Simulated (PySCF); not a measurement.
**C$_{11}$H$_{14}$O$_{3}$, SMILES `CC(C)(C)OC(=O)Oc1ccccc1`: what the electrons do**

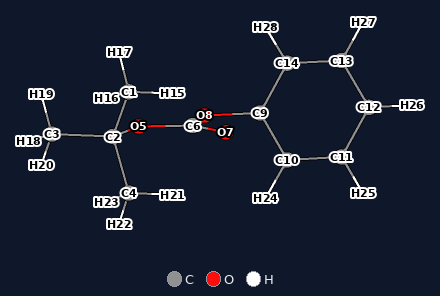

The molecule, with its atoms numbered as below. No frequency check shows the geometry to be a minimum.

Coordinates in Å:

```
C1       3.0698    1.2611   -0.8842
C2       2.9631   -0.0000   -0.0283
C3       4.0298   -0.0006    1.0661
C4       3.0699   -1.2604   -0.8851
O5       1.7098   -0.0004    0.7077
C6       0.5555    0.0002    0.0640
O7       0.3691    0.0012   -1.1200
O8      -0.4196   -0.0003    0.9870
C9      -1.7325   -0.0003    0.5048
C10     -2.3799   -1.2052    0.2842
C11     -3.6933   -1.1992   -0.1516
C12     -4.3500   -0.0001   -0.3693
C13     -3.6933    1.1991   -0.1508
C14     -2.3799    1.2049    0.2851
H15      2.3037    1.2615   -1.6546
H16      4.0466    1.2978   -1.3582
H17      2.9458    2.1454   -0.2629
H18      5.0193   -0.0016    0.6188
H19      3.9211    0.8809    1.6921
H20      3.9211   -0.8821    1.6915
H21      2.3037   -1.2603   -1.6555
H22      2.9458   -2.1452   -0.2644
H23      4.0467   -1.2968   -1.3591
H24     -1.8529   -2.1316    0.4533
H25     -4.2021   -2.1354   -0.3255
H26     -5.3734    0.0001   -0.7134
H27     -4.2021    2.1355   -0.3240
H28     -1.8529    2.1312    0.4548
```

Part 1: Bonding charge

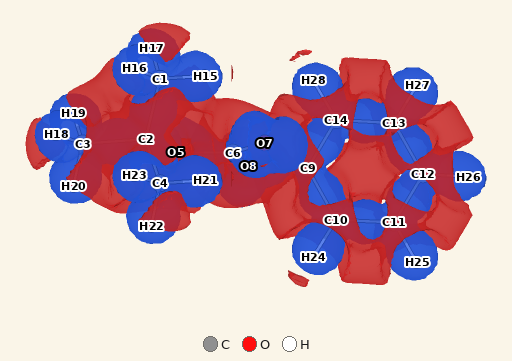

Deformation density (molecule less spherical, spin-averaged free atoms at the same positions), surfaces at ±0.04 e/Å³; blue: gain, red: loss.

Method: ωB97X/6-31G*; geometry: GFN2-xTB; program: PySCF.

Question: Describe the bonding that the map shows.

Answer: The five largest and four smallest: C6–O7: +0.70 e/Å³ at the bond critical point (bond length 1.20 Å, Mayer order 1.9). C11–H25 and C13–H27: +0.69 e/Å³ at the bond critical point (bond length 1.08 Å, Mayer order 0.9). C12–H26: +0.69 e/Å³ at the bond critical point (bond length 1.08 Å, Mayer order 0.9). C10–H24 and C14–H28: +0.68 e/Å³ at the bond critical point (bond length 1.08 Å, Mayer order 0.9). C1–H15 and C4–H21: +0.67 e/Å³ at the bond critical point (bond length 1.09 Å, Mayer order 0.9). O5–C6: +0.36 e/Å³ at the bond critical point (bond length 1.32 Å, Mayer order 1.1). C6–O8: +0.30 e/Å³ at the bond critical point (bond length 1.34 Å, Mayer order 1.1). O8–C9: +0.08 e/Å³ at the bond critical point (bond length 1.40 Å, Mayer order 0.8); up to 0.6 Å beside the axis the gain reaches +0.32 e/Å³. C2–O5: −0.04 e/Å³ at the bond critical point (bond length 1.45 Å, Mayer order 0.8); up to 0.6 Å beside the axis the gain reaches +0.26 e/Å³. In all, 6.2 electrons gather in the regions of gain relative to the promolecule. A small or negative value marks a very polar bond, one between electron-rich atoms, whose free-atom densities already overlap strongly, a long bond to a heavier atom, or a closed-shell contact such as a hydrogen bond.

Question: Where do the Hirshfeld charges lie?

Answer: The highest Hirshfeld charge is on C6 (+0.26 e), the lowest on O7 (−0.28 e).

Part 2: Bond critical points

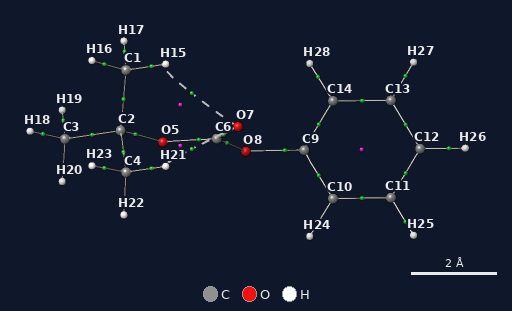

Molecular graph of the electron density (QTAIM): bond paths, bond critical points (green), ring points (magenta, if any); weak paths are dashed.

Question: How many critical points of each kind are there, and does the count close?

Answer: 28 nuclei, 30 bond, 3 ring and 0 cage critical points: 28 − 30 + 3 − 0 = 1, as the Poincaré–Hopf relation requires.

Question: What does the calculation give at each kind of bond critical point?

Answer:
```
             bond  length (Å)  ρ (a.u.)  ∇²ρ (a.u.)     ε  H (a.u.)
            C6–O7       1.199     0.425       +0.34  0.15    −0.727
            O5–C6       1.322     0.325       −0.44  0.08    −0.530
 C9–C10 (2 alike)       1.385     0.321       −0.92  0.27    −0.333
          C11–C12       1.384     0.317       −0.89  0.21    −0.325
          C12–C13       1.385     0.317       −0.89  0.21    −0.325
C13–C14 (2 alike)       1.384     0.317       −0.88  0.22    −0.324
            C6–O8       1.343     0.309       −0.49  0.06    −0.495
C11–H25 (2 alike)       1.080     0.281       −1.00  0.01    −0.286
          C12–H26       1.080     0.281       −1.00  0.01    −0.285
C10–H24 (2 alike)       1.079     0.280       −1.00  0.01    −0.285
 C1–H15 (2 alike)       1.087     0.276       −0.96  0.01    −0.277
 C3–H20 (2 alike)       1.086     0.275       −0.93  0.01    −0.273
           C3–H18       1.086     0.274       −0.93  0.01    −0.272
 C1–H16 (2 alike)       1.086     0.273       −0.92  0.01    −0.271
 C4–H22 (2 alike)       1.088     0.273       −0.92  0.01    −0.270
            O8–C9       1.399     0.261       −0.29  0.08    −0.386
            C2–C3       1.528     0.253       −0.61  0.04    −0.208
  C2–C4 (2 alike)       1.528     0.253       −0.61  0.03    −0.207
            C2–O5       1.453     0.228       −0.29  0.00    −0.311
 O7–H15 (2 alike)       2.370     0.014       +0.05  0.36    +0.001
```

Question: What kind of interaction is C4–H22?

Answer: Shared-shell (covalent): ρ = 0.273, ∇²ρ = −0.92, H = −0.270 a.u.

Question: Are there bond paths between atoms that aren't covalently bonded?

Answer: Yes: O7–H15 and O7–H21 (2.37 Å, ρ = 0.014).

Part 3: Local ionisation energy

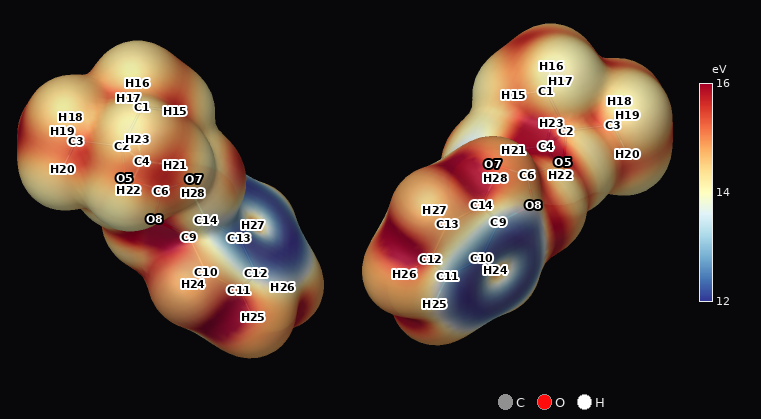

Average local ionisation energy on the surface of electron density 0.001 a.u. (back view left, front view right).

Question: Where are the most loosely bound electrons on this surface?

Answer: The lowest value is 12.0 eV, over C12, off the plane of its three bonds (2.0 Å). Further minima include 12.1 eV, over C10, off the plane of its three bonds (2.0 Å). For comparison, the highest occupied orbital lies at −9.2 eV.

Part 4: Localised orbitals

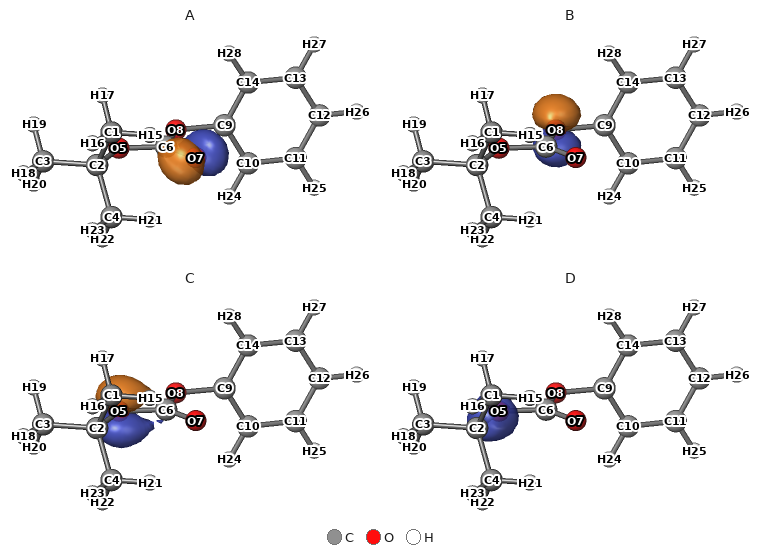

Intrinsic bond orbitals (IBO), occupied; each surface holds about 70 % of the orbital's density. Energies are diagonal elements of the Fock matrix.

Computed with PySCF, PBE/6-31G*, geometry: GFN2-xTB.

Question: Identify each orbital.

Answer: By panel:
- A: lone pair on O7 (p-type) (O7 89 %, C6 8 %; −7.0 eV)
- B: lone pair on O8 (p-type) (O8 89 %, C6 8 %; −8.8 eV)
- C: lone pair on O5, partly donated to C6 (O5 88 %, C6 9 %; −8.8 eV)
- D: σ bond O5–C2 (O5 66 %, C2 32 %; −17.6 eV)

Question: How do all the valence pairs divide up?

Answer: 38 pairs: 28 σ bonds, 5 lone pairs, 3 multicentre orbitals, 1 two-centre π bond and 1 strongly polarised pair.
